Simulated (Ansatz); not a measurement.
Sb$_{2}$PdN$_{4}$

The calculation's input:

```
crystal:
  lattice:
    - [-2.5848080792, 2.5557983052, 3.9959021666]
    - [2.6488632509, -2.613083854, 4.0756372268]
    - [2.5805531155, 2.6088288903, -4.0335454793]
  atoms:
    - { symbol: Sb, position: [0.4720304272, 0.5369279269, 0.0377044938] }
    - { symbol: Sb, position: [0.2203467175, 0.7757216258, 0.4856375079] }
    - { symbol: Pd, position: [-0.0221967948, -0.0452205997, -0.0573890106] }
    - { symbol: "N", position: [0.1059004689, 0.0785798407, 0.4175885909] }
    - { symbol: "N", position: [0.5879186327, 0.6791825156, 0.49422172] }
    - { symbol: "N", position: [0.3751087859, 0.8482353989, 0.988728203] }
    - { symbol: "N", position: [0.8602918506, 0.3905633158, 0.0322043303] }
kpoints:
  mp_grid: { grid: [6, 6, 6] }
hamiltonian:
  xc: pbesol
scf:
  occupations: { method: fermi_dirac, width: 0.05 }
relax:
  f_tol: 0.01
  cell: {}
  max_steps: 120
output:
  write_density: true
  write_potential: true
  elf: true
  volumetric_format: npy
```

Command:

```sh
ansatz run input.yaml --threads 4 --pin off --max-ram 4608MiB --backend cpu --events-out ev --progress --plain --runs-dir out
```

Below, planes, directions and counts refer to the conventional cell (a = 7.41 Å, b = 7.98 Å, c = 5.22 Å, α = 89.99°, β = 134.71°, γ = 90.01°).

The fields are those of the run's last geometry, not of the input's.

Space group C2; a structure from a database of computed crystals, not necessarily the ambient phase; started from the Al2ZnS4-82 prototype, which need not be the ambient phase; changed on purpose from its base cell (shaken).

The calculation used Ansatz, DFT, PBEsol, plane waves, PAW.

### What can the converged valence pseudo-density and electron localisation function tell about the bonding?

Sb–N (2.01 Å): ρ is about 0.86 e/Å³ halfway; the ELF peaks at about 0.80 in the valence shell of N, 0.7 Å from its nucleus, and is about 0.40 at the midpoint.

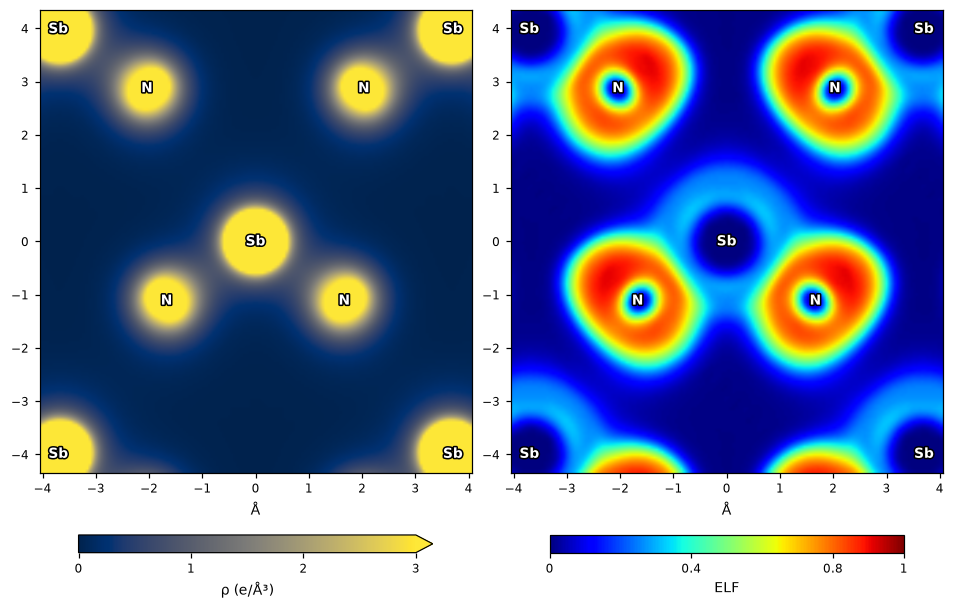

Computed valence pseudo-density and electron localisation function on the (001) plane of the conventional cell, in this order. 
